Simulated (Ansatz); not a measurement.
# Run report: CH$_{7}$AlN, molecular dynamics (part 4 of 4)

Continued. System: CH$_{7}$AlN, multiplicity 2. Method: UKS B3LYP/6-31G* (Ansatz 0.2.0). It belongs to a series of runs on one base structure; here: dynamics from the highest image of the converged band.

Geometry of the input (Å):
```
Al 0.0206  -0.0222  -0.0471
H  -0.0548  -0.1785  1.5728
C  1.7023  0.0702  -1.0592
H  2.2210  -0.8976  -1.0470
H  1.5462  0.3459  -2.1089
H  2.3926  0.8015  -0.6207
N  -1.5580  0.0526  -0.8728
H  -2.4518  -0.0008  -0.3988
H  -1.6973  0.1522  -1.8714
H  -0.2403  -0.3234  3.1272
```

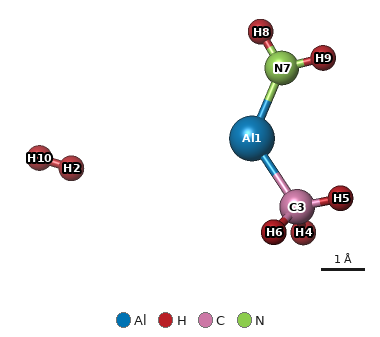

The geometry at step 163 of the log (ball-and-stick view, seen at a tilt; atoms are numbered from 1 in the order of the input).

## Trajectory as extended XYZ, continued
```
10
Properties=species:S:1:pos:R:3:forces:R:3 step=121 time_fs=60.5 energy=-9236.96986 temperature=514.7
Al    0.0069   -0.0100   -0.1092   -0.0393  -0.1605   0.0332
H     0.1154   -0.3611    2.9770   -0.8143  -0.0905   3.6559
C     1.7556    0.0614   -1.0684    0.0365   0.3716   0.1848
H     2.2911   -0.8935   -1.0565    0.0841  -0.0091   0.4180
H     1.6882    0.3120   -2.1302   -0.1470   0.3584  -0.0887
H     2.3437    0.8440   -0.5276   -0.0925  -0.5849  -0.4973
N    -1.6040    0.0529   -0.9032    0.2516   0.0533  -0.4350
H    -2.4801   -0.0029   -0.4100   -0.2147  -0.0046   0.2516
H    -1.7947    0.1626   -1.8985    0.1384  -0.0285   0.1245
H    -0.0758   -0.3884    3.8935    0.7972   0.0949  -3.6471
10
Properties=species:S:1:pos:R:3:forces:R:3 step=126 time_fs=63.0 energy=-9237.06340 temperature=597.2
Al    0.0109   -0.0099   -0.1116   -0.3276  -0.1356  -0.0630
H     0.1013   -0.3798    3.2737    1.5342   0.2070  -6.3234
C     1.7508    0.0628   -1.0759    0.4054   0.3323   0.0706
H     2.2896   -0.9022   -1.0444   -0.0820   0.2925   0.3535
H     1.7075    0.3148   -2.1486   -0.1349   0.2581   0.2356
H     2.3421    0.8469   -0.5193   -0.2339  -0.7570  -0.6563
N    -1.6106    0.0537   -0.9107    0.3568   0.0417  -0.3131
H    -2.4946   -0.0003   -0.4190    0.0139   0.0217   0.0008
H    -1.7677    0.1630   -1.9155    0.0075  -0.0490   0.3139
H    -0.0475   -0.3992    3.8805   -1.5394  -0.2118   6.3814
10
Properties=species:S:1:pos:R:3:forces:R:3 step=130 time_fs=65.0 energy=-9237.42761 temperature=938.1
Al    0.0135   -0.0100   -0.1137   -0.5179  -0.1156  -0.1078
H     0.1332   -0.3889    3.3403    0.1108   0.0221  -0.4654
C     1.7482    0.0650   -1.0815    0.0420  -0.1759  -0.3232
H     2.2857   -0.8983   -1.0195   -0.1203   0.2320   0.1755
H     1.7170    0.3283   -2.1548   -0.1334   0.0940   0.3102
H     2.3322    0.8189   -0.5392    0.2057  -0.0405  -0.1537
N    -1.6147    0.0544   -0.9177    0.4031  -0.0250   0.3380
H    -2.5065    0.0026   -0.4252    0.2799   0.0411  -0.2231
H    -1.7454    0.1615   -1.9171   -0.1527  -0.0080  -0.0491
H    -0.0682   -0.4138    4.0431   -0.1174  -0.0242   0.4985
10
Properties=species:S:1:pos:R:3:forces:R:3 step=135 time_fs=67.5 energy=-9236.84411 temperature=394.6
Al    0.0158   -0.0104   -0.1166   -0.6664  -0.0728  -0.1309
H     0.1828   -0.3984    3.3748   -1.2610  -0.1434   3.9216
C     1.7448    0.0669   -1.0901   -0.5444  -0.5320  -0.3562
H     2.2752   -0.8832   -0.9800   -0.0158  -0.1643  -0.0921
H     1.7217    0.3498   -2.1481   -0.1279  -0.0718  -0.0315
H     2.3336    0.7861   -0.5690    0.6984   0.8363   0.4926
N    -1.6181    0.0552   -0.9251    0.8666  -0.0381   0.5031
H    -2.5086    0.0083   -0.4437    0.0293   0.0218  -0.1138
H    -1.7259    0.1592   -1.9225   -0.2290   0.0175  -0.2579
H    -0.1042   -0.4340    4.2966    1.2502   0.1468  -3.9349
10
Properties=species:S:1:pos:R:3:forces:R:3 step=140 time_fs=70.0 energy=-9237.41757 temperature=931.0
Al    0.0165   -0.0109   -0.1197   -0.7079  -0.0115  -0.1117
H     0.1645   -0.4157    3.6206   -0.1594  -0.0149   0.4257
C     1.7393    0.0666   -1.1000    0.0827   0.3373   0.6173
H     2.2634   -0.8767   -0.9459    0.0310  -0.3222  -0.3230
H     1.7190    0.3672   -2.1434   -0.0804  -0.1877  -0.3665
H     2.3698    0.7945   -0.5757   -0.0191   0.1837   0.0495
N    -1.6178    0.0559   -0.9306    1.1349   0.0310  -0.1710
H    -2.5094    0.0152   -0.4684   -0.2868  -0.0070   0.1068
H    -1.7192    0.1576   -1.9397   -0.1498  -0.0234   0.1895
H    -0.0730   -0.4464    4.3385    0.1549   0.0147  -0.4167
10
Properties=species:S:1:pos:R:3:forces:R:3 step=144 time_fs=72.0 energy=-9236.95420 temperature=500.5
Al    0.0160   -0.0114   -0.1224   -0.6775   0.0292  -0.0687
H     0.1534   -0.4286    3.8081    2.6177   0.3672  -7.3485
C     1.7350    0.0674   -1.1060    0.7600   0.8281   0.9918
H     2.2548   -0.8842   -0.9317   -0.0654  -0.0909  -0.4551
H     1.7133    0.3733   -2.1533   -0.0389  -0.3093  -0.1978
H     2.4007    0.8118   -0.5770   -0.6398  -0.4574  -0.3814
N    -1.6142    0.0565   -0.9353    0.6917   0.0392  -0.2379
H    -2.5200    0.0206   -0.4849    0.0325  -0.0088   0.0403
H    -1.7206    0.1555   -1.9476   -0.0600  -0.0293   0.2990
H    -0.0517   -0.4571    4.3813   -2.6201  -0.3679   7.3584
10
Properties=species:S:1:pos:R:3:forces:R:3 step=149 time_fs=74.5 energy=-9237.00875 temperature=551.8
Al    0.0141   -0.0119   -0.1258   -0.5767   0.0578  -0.0191
H     0.2211   -0.4334    3.8087   -1.3694  -0.1970   3.5357
C     1.7330    0.0718   -1.1094    0.7511   0.5338   0.4975
H     2.2403   -0.8972   -0.9383   -0.1480   0.1776  -0.4600
H     1.7039    0.3640   -2.1739   -0.0381  -0.3869   0.2217
H     2.4069    0.8108   -0.5977   -0.5501  -0.3832  -0.2953
N    -1.6072    0.0574   -0.9419    0.1067   0.0011   0.1900
H    -2.5294    0.0268   -0.5036    0.4330  -0.0166  -0.0036
H    -1.7253    0.1516   -1.9444    0.0270   0.0152  -0.1226
H    -0.1069   -0.4819    4.6690    1.3645   0.1983  -3.5444
10
Properties=species:S:1:pos:R:3:forces:R:3 step=153 time_fs=76.5 energy=-9237.01189 temperature=555.0
Al    0.0115   -0.0123   -0.1286   -0.4478   0.0677   0.0182
H     0.2308   -0.4436    3.9229   -1.4221  -0.2131   3.5856
C     1.7339    0.0772   -1.1102   -0.0296  -0.2588  -0.2059
H     2.2229   -0.9015   -0.9629   -0.0600   0.1222  -0.2946
H     1.6946    0.3406   -2.1830   -0.0808  -0.2610   0.2652
H     2.3893    0.7945   -0.6263    0.1791   0.3297   0.2113
N    -1.6011    0.0581   -0.9468    0.1533   0.0037   0.1180
H    -2.5209    0.0310   -0.5180    0.1961  -0.0377   0.1936
H    -1.7281    0.1490   -1.9452    0.0938   0.0329  -0.2969
H    -0.1067   -0.4953    4.7853    1.4180   0.2144  -3.5945
10
Properties=species:S:1:pos:R:3:forces:R:3 step=158 time_fs=79.0 energy=-9237.03056 temperature=570.4
Al    0.0075   -0.0125   -0.1321   -0.2274   0.0739   0.0852
H     0.1841   -0.4651    4.2140    2.7726   0.4585  -6.8047
C     1.7347    0.0826   -1.1122   -0.7234  -0.7691  -0.4348
H     2.1991   -0.9017   -1.0081    0.1739  -0.1258   0.0358
H     1.6784    0.2990   -2.1824   -0.1487   0.0916  -0.0931
H     2.3790    0.7936   -0.6497    0.6879   0.7281   0.4745
N    -1.5928    0.0590   -0.9527    0.3056   0.0511  -0.5183
H    -2.5022    0.0343   -0.5247   -0.2245  -0.0532   0.3793
H    -1.7263    0.1472   -1.9590    0.1580   0.0034   0.0706
H    -0.0480   -0.5033    4.7818   -2.7740  -0.4584   6.8056
10
Properties=species:S:1:pos:R:3:forces:R:3 step=163 time_fs=81.5 energy=-9237.35497 temperature=877.7
Al    0.0030   -0.0126   -0.1354    0.0286   0.0749   0.1816
H     0.2356   -0.4699    4.2664   -0.8733  -0.1543   2.0037
C     1.7325    0.0848   -1.1160   -0.0725  -0.1076   0.1308
H     2.1851   -0.9080   -1.0514    0.2857  -0.0924   0.3058
H     1.6536    0.2627   -2.1865   -0.1606   0.3944  -0.2608
H     2.4025    0.8282   -0.6501   -0.0939  -0.2768  -0.1965
N    -1.5834    0.0602   -0.9606   -0.1733   0.0461  -0.4615
H    -2.4925    0.0345   -0.5114    0.1049  -0.0344   0.0837
H    -1.7158    0.1457   -1.9700    0.0830  -0.0046   0.2206
H    -0.0875   -0.5279    5.0169    0.8713   0.1548  -2.0075
10
Properties=species:S:1:pos:R:3:forces:R:3 step=167 time_fs=83.5 energy=-9236.84294 temperature=393.7
Al   -0.0006   -0.0126   -0.1377    0.2259   0.0704   0.2620
H     0.2720   -0.4748    4.3167   -1.6968  -0.3124   3.8373
C     1.7302    0.0858   -1.1188    0.3476   0.0682   0.0672
H     2.1855   -0.9166   -1.0740    0.2043   0.1845   0.3797
H     1.6270    0.2493   -2.1995   -0.0959   0.4473   0.0528
H     2.4207    0.8484   -0.6559   -0.5270  -0.7832  -0.5292
N    -1.5763    0.0613   -0.9683   -0.4329   0.0043   0.0374
H    -2.4818    0.0331   -0.4961    0.3419  -0.0153  -0.1877
H    -1.7037    0.1444   -1.9706   -0.0615   0.0229  -0.0747
H    -0.1144   -0.5466    5.1966    1.6943   0.3132  -3.8448
10
Properties=species:S:1:pos:R:3:forces:R:3 step=172 time_fs=86.0 energy=-9237.43608 temperature=946.0
Al   -0.0046   -0.0124   -0.1401    0.4449   0.0601   0.3366
H     0.2339   -0.4963    4.5681    0.1890   0.0382  -0.4350
C     1.7287    0.0871   -1.1223    0.0003  -0.4360  -0.5111
H     2.1963   -0.9170   -1.0826    0.0604   0.3524   0.2933
H     1.5891    0.2557   -2.2112    0.0147   0.3191   0.4243
H     2.4182    0.8355   -0.6892   -0.1860  -0.3123  -0.2495
N    -1.5688    0.0626   -0.9779   -0.0709  -0.0064   0.0886
H    -2.4533    0.0306   -0.4861   -0.0755  -0.0141  -0.1398
H    -1.6923    0.1441   -1.9759   -0.1867   0.0370  -0.2406
H    -0.0646   -0.5545    5.2323   -0.1901  -0.0380   0.4331
10
Properties=species:S:1:pos:R:3:forces:R:3 step=177 time_fs=88.5 energy=-9237.37466 temperature=884.5
Al   -0.0076   -0.0121   -0.1417    0.6268   0.0528   0.3912
H     0.2354   -0.5095    4.7340    1.0511   0.2232  -2.2587
C     1.7269    0.0862   -1.1283   -0.8420  -0.9550  -0.6986
H     2.2114   -0.8989   -1.0741    0.0420   0.0397   0.0843
H     1.5518    0.2809   -2.2006    0.0532   0.1194   0.1871
H     2.4072    0.8073   -0.7354    0.5932   0.7229   0.3675
N    -1.5617    0.0639   -0.9873    0.1823   0.0363  -0.4562
H    -2.4294    0.0271   -0.4839   -0.4802  -0.0199  -0.0137
H    -1.6914    0.1457   -1.9925   -0.1745   0.0037   0.1396
H    -0.0543   -0.5707    5.3534   -1.0520  -0.2230   2.2575
10
Properties=species:S:1:pos:R:3:forces:R:3 step=181 time_fs=90.5 energy=-9236.98492 temperature=529.4
Al   -0.0090   -0.0118   -0.1424    0.7145   0.0496   0.4305
H     0.2952   -0.5080    4.7383   -1.7034  -0.3719   3.5627
C     1.7229    0.0824   -1.1353   -0.6161  -0.3635  -0.0542
H     2.2254   -0.8816   -1.0631    0.0729  -0.2814  -0.1045
H     1.5240    0.3068   -2.1839    0.0387  -0.0227  -0.2719
H     2.4190    0.8099   -0.7599    0.3284   0.5941   0.3467
N    -1.5556    0.0651   -0.9960   -0.2670   0.0324  -0.3737
H    -2.4281    0.0235   -0.4838   -0.1437  -0.0018  -0.2047
H    -1.6982    0.1473   -2.0018   -0.1265  -0.0070   0.2356
H    -0.1049   -0.5957    5.5785    1.7021   0.3723  -3.5665
10
Properties=species:S:1:pos:R:3:forces:R:3 step=186 time_fs=93.0 energy=-9237.24094 temperature=771.5
Al   -0.0094   -0.0113   -0.1424    0.7129   0.0425   0.4361
H     0.2867   -0.5244    4.9179   -1.2804  -0.2893   2.6366
C     1.7156    0.0765   -1.1442    0.4089   0.7097   0.6274
H     2.2461   -0.8741   -1.0558   -0.0505  -0.2195  -0.3091
H     1.4916    0.3373   -2.1773    0.1002  -0.2254  -0.3849
H     2.4456    0.8391   -0.7746   -0.6347  -0.3330  -0.0490
N    -1.5492    0.0667   -1.0080   -0.7309  -0.0091   0.1097
H    -2.4323    0.0191   -0.4953    0.2482   0.0165  -0.3181
H    -1.7132    0.1492   -2.0033   -0.0532   0.0181  -0.1100
H    -0.0847   -0.6086    5.6856    1.2795   0.2895  -2.6388
10
Properties=species:S:1:pos:R:3:forces:R:3 step=191 time_fs=95.5 energy=-9236.86163 temperature=422.0
Al   -0.0082   -0.0106   -0.1415    0.5980   0.0251   0.3432
H     0.2387   -0.5494    5.1796    3.9901   0.9624  -8.0315
C     1.7100    0.0736   -1.1503    0.6327   0.7623   0.2755
H     2.2632   -0.8782   -1.0663   -0.2720   0.1266  -0.3898
H     1.4657    0.3541   -2.1906    0.2284  -0.4364   0.0737
H     2.4388    0.8525   -0.7903   -0.7418  -0.4968  -0.0750
N    -1.5456    0.0682   -1.0199   -0.4437   0.0028  -0.0566
H    -2.4257    0.0154   -0.5232   -0.1051  -0.0084   0.0470
H    -1.7310    0.1520   -2.0100    0.1040   0.0248  -0.2176
H    -0.0252   -0.6130    5.7104   -3.9905  -0.9624   8.0311
10
Properties=species:S:1:pos:R:3:forces:R:3 step=195 time_fs=97.5 energy=-9237.28060 temperature=808.7
Al   -0.0062   -0.0101   -0.1401    0.4447   0.0024   0.2126
H     0.3014   -0.5451    5.1848   -1.2391  -0.3112   2.4365
C     1.7076    0.0740   -1.1541    0.0250   0.1388  -0.2637
H     2.2662   -0.8777   -1.0909   -0.2836   0.1813  -0.3021
H     1.4541    0.3498   -2.2002    0.2268  -0.4376   0.2570
H     2.4032    0.8438   -0.8053   -0.0874   0.1053   0.2169
N    -1.5443    0.0694   -1.0296   -0.2332   0.0329  -0.4200
H    -2.4234    0.0122   -0.5450   -0.3491  -0.0255   0.2723
H    -1.7412    0.1553   -2.0238    0.2574   0.0023   0.0284
H    -0.0788   -0.6408    5.9345    1.2385   0.3113  -2.4379
10
Properties=species:S:1:pos:R:3:forces:R:3 step=200 time_fs=100.0 energy=-9236.96318 temperature=508.8
Al   -0.0030   -0.0094   -0.1381    0.1929  -0.0309   0.0314
H     0.3304   -0.5523    5.2877   -1.8293  -0.4733   3.5534
C     1.7044    0.0748   -1.1602   -0.7277  -0.4773  -0.4572
H     2.2564   -0.8692   -1.1366   -0.0223  -0.0843  -0.0360
H     1.4508    0.3226   -2.2006    0.0533  -0.1491  -0.0447
H     2.3574    0.8419   -0.8111    0.6404   0.7444   0.4782
N    -1.5436    0.0711   -1.0431   -0.5264  -0.0066  -0.1347
H    -2.4357    0.0071   -0.5597    0.0909   0.0118   0.0446
H    -1.7402    0.1594   -2.0394    0.2996  -0.0081   0.1198
H    -0.0963   -0.6629    6.1180    1.8287   0.4734  -3.5549
```
